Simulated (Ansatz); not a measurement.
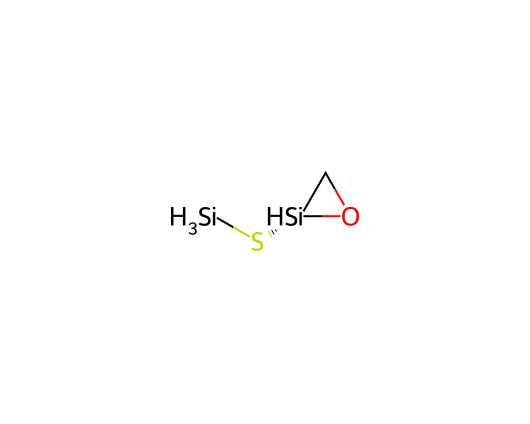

A structural formula.

Transcribe the drawing into SMILES.

Answer. [SiH3]S[Si@@H]1CO1

What is the molecular formula?

Answer. CH6OSSi2.

An optimisation with PBE0-D4/def2-TZVP gave a structure of which point group?

Answer. C1.

More results for the same structure follow; atom numbers are the same in all pictures, views and colours differ. Computed geometry: PBE0-D4/def2-TZVP optimisation. No frequency run is at hand to confirm it as a minimum.

Levels of theory compared

No frequency run is at hand to confirm it as a minimum. Program: Ansatz 0.2.0.

Compare HOMO–LUMO gap (eV), HOMO energy (eV) at these levels: B3LYP-D4/def2-TZVPP; PBE-D4/def2-TZVPP; PBE0-D4/def2-TZVPP; r2SCAN-D4/def2-TZVPP; ωB97M-V/def2-TZVPP; ωB97X-V/def2-TZVPP.

| level | HOMO–LUMO gap (eV) | HOMO energy (eV) |
| --- | --- | --- |
| B3LYP-D4/def2-TZVPP | 6.58 | −7.21 |
| PBE-D4/def2-TZVPP | 4.93 | −6.20 |
| PBE0-D4/def2-TZVPP | 6.99 | −7.43 |
| r2SCAN-D4/def2-TZVPP | 5.43 | −6.45 |
| ωB97M-V/def2-TZVPP | 10.94 | −9.61 |
| ωB97X-V/def2-TZVPP | 11.32 | −9.74 |

Dipole moment

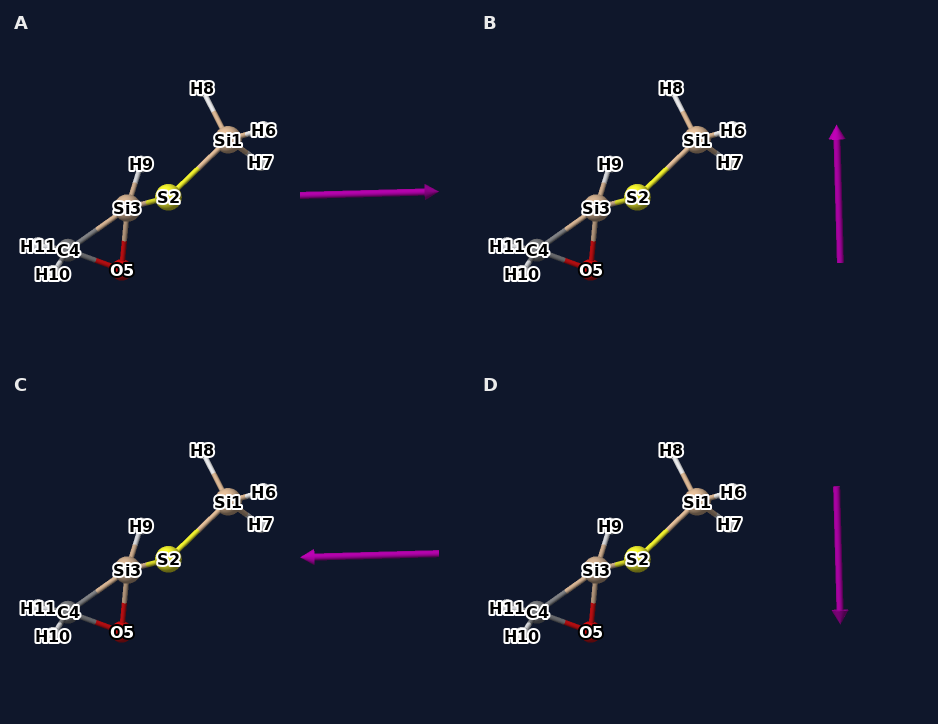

The same molecule four times, each with an arrow. No frequency run is at hand to confirm it as a minimum. Level of theory: RKS PBE-D4/def2-TZVPP (Ansatz 0.2.0).

Which arrow points along the dipole moment, from the negative to the positive end?

Answer. B. The dipole moment is 1.83 D; it points from the side of O5, H10 to the side of H8 (the outermost atoms at the two ends).

Charges

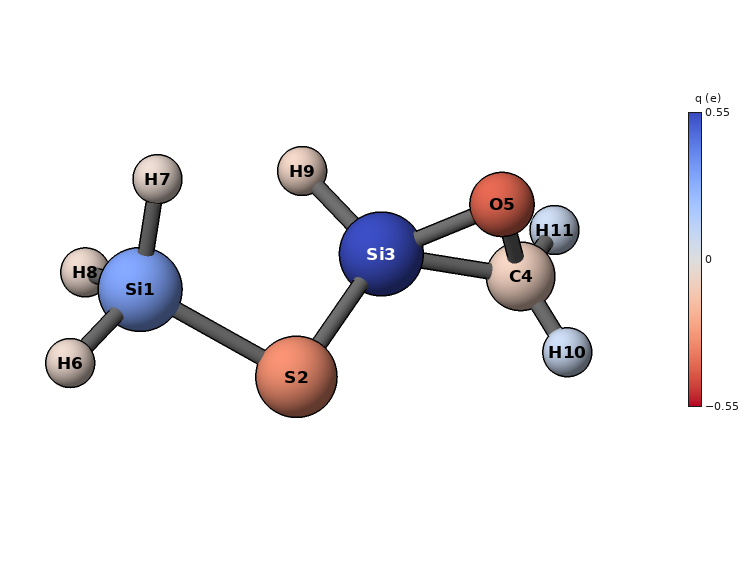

Atoms are coloured by their Mulliken charges. No frequency run is at hand to confirm it as a minimum. Properties computed with RKS r2SCAN-D4/def2-TZVPP (Ansatz 0.2.0).

Which atom carries the highest charge (most positive or least negative)?

Answer. Si3 (0.55 e).

And the lowest?

Answer. O5 (−0.40 e).

Give the Mulliken charges atom by atom.

```tsv
atom	value (e)
Si1	0.31
S2	−0.30
Si3	0.55
C4	−0.09
O5	−0.40
H6	−0.05
H7	−0.05
H8	−0.05
H9	−0.07
H10	0.08
H11	0.08
```

Mulliken values depend strongly on the basis set and can even reverse the polarity of a bond.
